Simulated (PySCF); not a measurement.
```xyz
2

Ge    0.0000    0.0000   -1.1540
Ge    0.0000    0.0000    1.1540
```

Level of theory: PBE0/aug-cc-pVDZ(-PP), non-relativistic Hamiltonian with scalar-relativistic core potentials where named, at a bond length of 2.308 Å (PySCF).

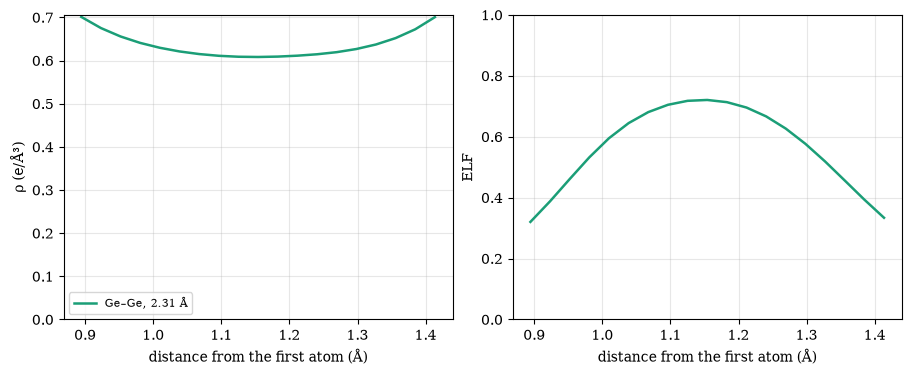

Ge₂ (charge −1, doublet). Total electron density and ELF along straight lines between neighbouring atoms. The curves leave out the atomic cores.

What can be read from the curves?

Ge–Ge (2.31 Å): ρ at the midpoint is about 0.61 e/Å³; the ELF peaks at about 0.70 between the atoms.
